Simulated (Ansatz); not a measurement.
**Nudged elastic band of C3H5ClO (part 2 of 2)**

The same run, continued: C3H5ClO; UHF/STO-3G (Ansatz 0.2.0). It belongs to a series of runs on one base structure; here: band between the two ends.

Geometry of the input (Å):
```
C  -0.9263  -0.7357  -1.0060
C  -0.4417  -0.5496  0.2371
C  0.3759  0.6593  0.7164
O  1.7631  0.3848  0.8189
Cl 0.0932  2.1296  -0.3610
H  -0.8186  0.0096  -1.7822
H  -1.4620  -1.6397  -1.2637
H  -0.5630  -1.3118  0.9986
H  0.0433  0.9714  1.7154
H  2.0191  0.0308  -0.0705
```

**Log, continued**
```
NEB iter  33: max|band force component| = 7.120e-2 eV/Å  barrier→ = 3.9157 eV  barrier← = 2.8274 eV  CI = image 4  Δτ_max = 0.0064 Å  (228 SCF iters)
the calculation of the forces begins
reference -17509.29813494 eV, -643.4548382304 hartree; 24, 24 occupied and 10, 10 virtual orbitals, 501 factors
501 factors; integrals over basis functions are off by at most 3.2e-5 eV
mean field evaluation 2592: about -17506.4705 eV, gradient 1.9e0 eV
mean field -17506.51110323 eV, -643.3524167043 hartree, gradient 1.8e-5 eV, S^2 0.866072; 4 other end points of the search recorded, 0 dependent functions left out
the calculation of the forces begins
reference -17506.51110323 eV, -643.3524167043 hartree; 24, 24 occupied and 10, 10 virtual orbitals, 501 factors
NEB iter  34: max|band force component| = 3.506e-2 eV/Å  barrier→ = 3.9157 eV  barrier← = 2.8274 eV  CI = image 4  Δτ_max = 0.0000 Å  (1144 SCF iters)
```

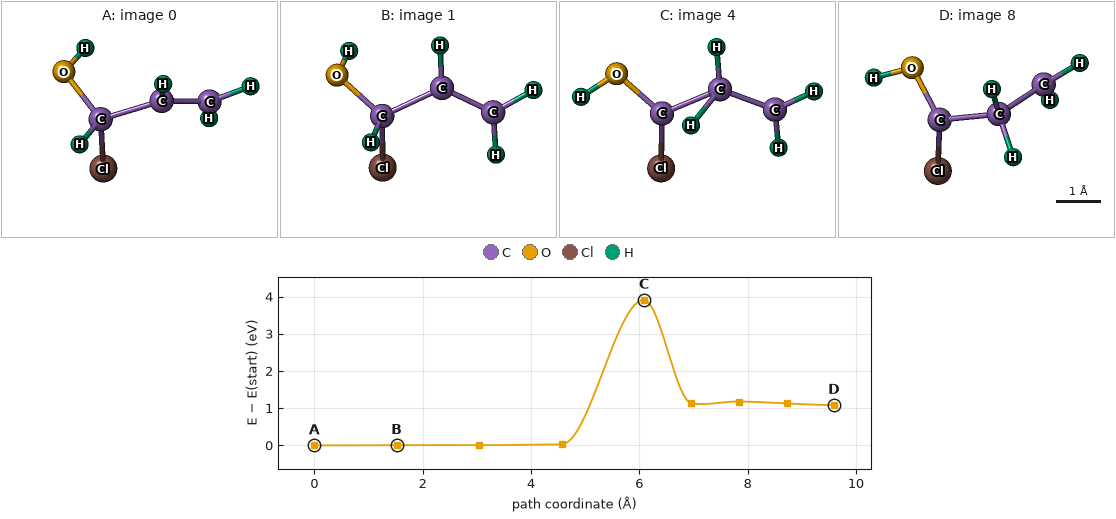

Fig. 1: Images of the last band (counted from 0; ball-and-stick, seen at a tilt) above the energy along the path; the line is a cubic interpolation that uses the forces. The highest image is number 4, 3.916 eV above the start and 2.827 eV above the end (the climbing image); the end lies 1.088 eV above the start. The path is 9.60 Å long. The band converged in 34 iterations.

```
Total energy: -17506.51110323 eV, -643.3524167043 hartree
Atom 0 at    -1.310293    -0.640970    -0.867472 Å, force    -0.000037    -0.000058     0.000017 eV/Å
Atom 1 at    -0.290027    -0.578583     0.124330 Å, force     0.000141     0.000107     0.000143 eV/Å
Atom 2 at     0.698905     0.543513     0.306717 Å, force    -0.000037     0.000039    -0.000028 eV/Å
Atom 3 at     1.945163     0.171243     0.808856 Å, force     0.000059    -0.000152    -0.000002 eV/Å
Atom 4 at     0.717732     1.857077    -0.952354 Å, force    -0.000006     0.000054    -0.000056 eV/Å
Atom 5 at    -1.497560     0.192274    -1.528755 Å, force    -0.000010     0.000002    -0.000005 eV/Å
Atom 6 at    -2.021277    -1.454074    -0.852184 Å, force    -0.000017     0.000024    -0.000044 eV/Å
Atom 7 at    -0.003896    -1.477723     0.656860 Å, force    -0.000038    -0.000071    -0.000032 eV/Å
Atom 8 at    -0.461629     0.354086     1.057188 Å, force    -0.000040    -0.000042    -0.000025 eV/Å
Atom 9 at     2.305881     0.981957     1.249815 Å, force    -0.000015     0.000097     0.000033 eV/Å
Dipole moment:    -0.165285    -0.134178     0.486605 e Å
this run last wrote the band of iteration 34 to [file]
```

**The last band as extended XYZ (Å, eV, eV/Å)**
```
10
Properties=species:S:1:pos:R:3:forces:R:3 image=0 energy=-17510.42681
C    -0.9263   -0.7357   -1.0060   -0.0068  -0.0052   0.0172
C    -0.4417   -0.5496    0.2371    0.0006   0.0024  -0.0142
C     0.3759    0.6593    0.7164    0.0078  -0.0062   0.0048
O     1.7631    0.3848    0.8189   -0.0078  -0.0012  -0.0080
Cl    0.0932    2.1296   -0.3610   -0.0011   0.0037  -0.0023
H    -0.8186    0.0096   -1.7822    0.0053   0.0035  -0.0035
H    -1.4620   -1.6397   -1.2637    0.0033   0.0020   0.0000
H    -0.5630   -1.3118    0.9986    0.0004  -0.0011   0.0004
H     0.0433    0.9714    1.7154   -0.0014   0.0007   0.0004
H     2.0191    0.0308   -0.0705   -0.0004   0.0013   0.0052
10
Properties=species:S:1:pos:R:3:forces:R:3 image=1 energy=-17510.41899
C    -1.1601   -0.6824   -0.9303    0.0014  -0.0003   0.0014
C    -0.2483   -0.6203    0.0606   -0.0011   0.0009  -0.0006
C     0.3910    0.6638    0.6137   -0.0003   0.0021   0.0006
O     1.6667    0.4471    1.1856   -0.0014   0.0007  -0.0004
Cl    0.4816    1.9690   -0.6902   -0.0017   0.0003   0.0019
H    -1.4902    0.1997   -1.4621    0.0026  -0.0006  -0.0022
H    -1.5879   -1.6287   -1.2334    0.0016  -0.0003   0.0000
H     0.0681   -1.5156    0.5849   -0.0015   0.0006   0.0019
H    -0.2363    1.1021    1.4036   -0.0002   0.0002   0.0022
H     2.1983    0.0141    0.4707    0.0006  -0.0037  -0.0049
10
Properties=species:S:1:pos:R:3:forces:R:3 image=2 energy=-17510.42061
C    -1.3381   -0.6933   -0.8446    0.0148  -0.0061   0.0098
C    -0.2648   -0.7146   -0.0252   -0.0109  -0.0037  -0.0104
C     0.5116    0.5251    0.4277   -0.0210   0.0351  -0.0328
O     1.7518    0.1038    0.9585    0.0033  -0.0112   0.0095
Cl    0.7711    1.7057   -0.9766    0.0024  -0.0279   0.0173
H    -1.7085    0.2249   -1.2803   -0.0071   0.0035   0.0029
H    -1.8543   -1.6062   -1.1088   -0.0088   0.0045   0.0061
H     0.1074   -1.6408    0.3972    0.0165  -0.0046  -0.0142
H    -0.0715    1.1159    1.1529    0.0031   0.0029  -0.0035
H     2.1783    0.9284    1.3021    0.0077   0.0074   0.0154
10
Properties=species:S:1:pos:R:3:forces:R:3 image=3 energy=-17510.40207
C    -1.1676   -0.7587   -0.9714   -0.0014  -0.0142  -0.0004
C    -0.4475   -0.6280    0.1582    0.0064   0.0150   0.0041
C     0.4717    0.5446    0.5201   -0.0010  -0.0042   0.0037
O     1.8081    0.0730    0.5362    0.0023   0.0015   0.0016
Cl    0.2988    1.9592   -0.6513    0.0025   0.0010  -0.0024
H    -1.1709   -0.0009   -1.7425   -0.0009   0.0030   0.0030
H    -1.7759   -1.6372   -1.1399   -0.0057   0.0043  -0.0007
H    -0.4543   -1.4040    0.9156    0.0025  -0.0024  -0.0031
H     0.1777    0.9703    1.4931   -0.0040  -0.0054  -0.0078
H     2.3428    0.8306    0.8848   -0.0007   0.0014   0.0020
10
Properties=species:S:1:pos:R:3:forces:R:3 image=4 energy=-17506.51110
C    -1.3103   -0.6410   -0.8675    0.0000  -0.0001   0.0000
C    -0.2900   -0.5786    0.1243    0.0001   0.0001   0.0001
C     0.6989    0.5435    0.3067    0.0000   0.0000   0.0000
O     1.9452    0.1712    0.8089    0.0001  -0.0002   0.0000
Cl    0.7177    1.8571   -0.9524    0.0000   0.0001  -0.0001
H    -1.4976    0.1923   -1.5288    0.0000   0.0000   0.0000
H    -2.0213   -1.4541   -0.8522    0.0000   0.0000   0.0000
H    -0.0039   -1.4777    0.6569    0.0000  -0.0001   0.0000
H    -0.4616    0.3541    1.0572    0.0000   0.0000   0.0000
H     2.3059    0.9820    1.2498    0.0000   0.0001   0.0000
10
Properties=species:S:1:pos:R:3:forces:R:3 image=5 energy=-17509.29738
C    -1.2707   -0.6229   -0.8968    0.0361   0.0001  -0.0237
C    -0.3339   -0.4525    0.2868   -0.0259   0.0805   0.1062
C     0.9622    0.3179   -0.0032    0.1620  -0.1362  -0.1941
O     1.8165    0.3044    1.0868   -0.0869   0.1008   0.1858
Cl    0.7589    1.9314   -0.8111    0.0180   0.0496   0.0881
H    -1.4825    0.2320   -1.5256    0.0161   0.0112  -0.0055
H    -2.0327   -1.3893   -0.8272    0.0101   0.0237   0.0079
H    -0.0395   -1.4274    0.6768   -0.0145   0.0352   0.0170
H    -0.8236    0.0895    1.1002   -0.2459  -0.1743   0.0259
H     2.5284    0.9658    0.9162    0.1308   0.0094  -0.2077
10
Properties=species:S:1:pos:R:3:forces:R:3 image=6 energy=-17509.24622
C    -1.1882   -0.5679   -0.8904    0.0049  -0.0008   0.0005
C    -0.4280   -0.3740    0.4129   -0.0032   0.0029   0.0040
C     0.7384    0.6360    0.3775   -0.0049   0.0066   0.0096
O     1.9526    0.1035    0.7764    0.0031  -0.0065  -0.0127
Cl    0.8556    1.7759   -1.0324   -0.0028   0.0028   0.0036
H    -1.4470    0.3010   -1.4810    0.0049  -0.0013  -0.0014
H    -1.8554   -1.4193   -0.9459    0.0067  -0.0027  -0.0031
H    -0.0041   -1.3248    0.7368   -0.0020   0.0037   0.0059
H    -1.1169   -0.0505    1.1980   -0.0087   0.0004   0.0002
H     2.5759    0.8688    0.8511    0.0021  -0.0051  -0.0065
10
Properties=species:S:1:pos:R:3:forces:R:3 image=7 energy=-17509.29814
C    -1.0657   -0.6370   -0.8906    0.0113  -0.0069  -0.0001
C    -0.4807   -0.3251    0.4792   -0.0048   0.0050   0.0060
C     0.7385    0.6161    0.4657   -0.0002  -0.0016   0.0076
O     1.9658   -0.0223    0.4570    0.0007  -0.0106  -0.0267
Cl    0.6378    2.0628   -0.6305   -0.0180   0.0238   0.0336
H    -1.2346    0.1811   -1.5790    0.0196  -0.0118  -0.0101
H    -1.7275   -1.4910   -0.9655    0.0115  -0.0070  -0.0014
H    -0.1506   -1.2461    0.9593   -0.0136   0.0077   0.0210
H    -1.2428    0.1217    1.1218   -0.0119   0.0167  -0.0074
H     2.6427    0.6886    0.5855    0.0054  -0.0152  -0.0224
10
Properties=species:S:1:pos:R:3:forces:R:3 image=8 energy=-17509.33854
C    -0.9464   -0.7023   -0.8621    0.0005  -0.0017   0.0006
C    -0.5361   -0.2709    0.5367   -0.0004   0.0003   0.0078
C     0.7405    0.5884    0.5413    0.0087   0.0015  -0.0112
O     1.8808   -0.0794    0.1326   -0.0170  -0.0002  -0.0012
Cl    0.5450    2.2517   -0.1721    0.0050  -0.0098   0.0039
H    -1.0137    0.0484   -1.6390    0.0007   0.0008   0.0013
H    -1.5519   -1.5930   -0.9698   -0.0023  -0.0007  -0.0014
H    -0.3349   -1.1466    1.1537   -0.0028   0.0022  -0.0017
H    -1.3309    0.2992    1.0211   -0.0004  -0.0032  -0.0018
H     2.6307    0.5533    0.2608    0.0079   0.0107   0.0037
```
